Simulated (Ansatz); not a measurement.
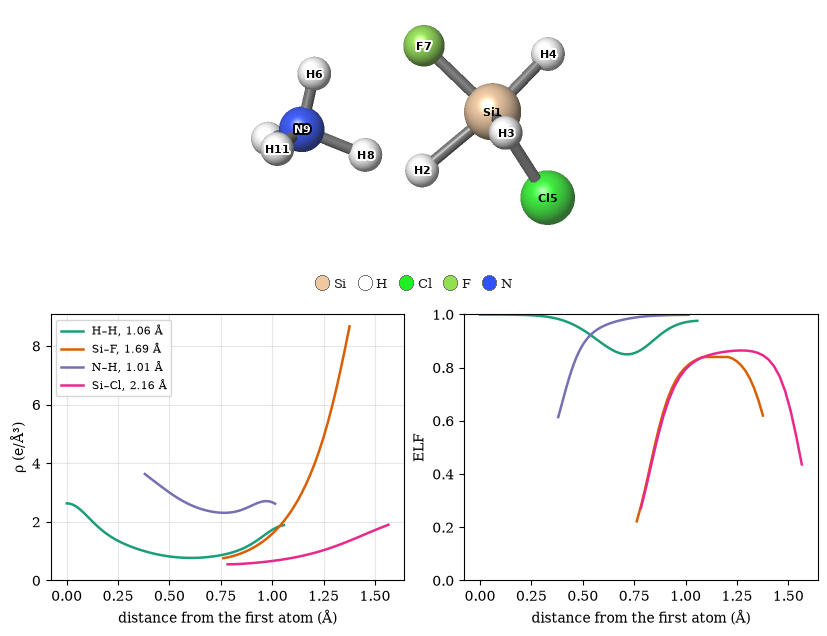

The picture shows: ClFH$_{3}$Si···NH$_{4}$. Total electron density and ELF along straight lines between neighbouring atoms. The curves leave out the atomic cores. The structure is drawn too.

A transition-state structure; geometry: PBE0-D4/def2-TZVP.

Theory: Ansatz, RKS PBE0-D4/def2-TZVPP.

The calculation's input:

```
crystal:
  periodic: [false, false, false]
  atoms:
    - {symbol: Si, position_ang: [-0.041656, 1.410212, -0.649266]}
    - {symbol: H, position_ang: [-0.648924, -0.121651, -0.631337]}
    - {symbol: H, position_ang: [0.965775, 1.148899, -1.707419]}
    - {symbol: H, position_ang: [0.006486, 2.833718, -0.221516]}
    - {symbol: Cl, position_ang: [-1.908269, 1.721003, -1.688307]}
    - {symbol: H, position_ang: [0.747701, -0.986035, 1.394801]}
    - {symbol: F, position_ang: [0.706680, 0.938482, 0.794855]}
    - {symbol: H, position_ang: [-0.284124, -0.873048, 0.016071]}
    - {symbol: N, position_ang: [0.192494, -1.642686, 0.847619]}
    - {symbol: H, position_ang: [-0.520206, -2.080392, 1.420772]}
    - {symbol: H, position_ang: [0.784043, -2.348503, 0.423728]}
basis:
  gaussian: {orbitals: def2-TZVPP}
hamiltonian: {xc: pbe0, dispersion: d4}
output: {orbitals: {seedname: orbitals}}
```

Command:

```sh
ansatz run in.yaml --threads 4 --pin off --events-out ev --progress --plain --max-ram 9574MiB
```

Q: What can be read from the curves?

A: H2···H8 (1.06 Å): the density falls to about 0.77 e/Å³ on the way; the ELF is about 0.95 at the midpoint.
Si–F (1.69 Å): the density is about 0.92 e/Å³ at the midpoint; the ELF peaks at about 0.85 in the valence shell of F, 0.6 Å from its nucleus, and is about 0.50 at the midpoint.
N–H (1.01 Å): ρ at the midpoint is about 3 e/Å³; the ELF climbs to about 1 towards the hydrogen, as it does in any bond to H (a covalent bond by its length).
Si–Cl (2.16 Å): ρ is about 0.75 e/Å³ halfway; the ELF peaks at about 0.85 between the atoms: a polar covalent bond.
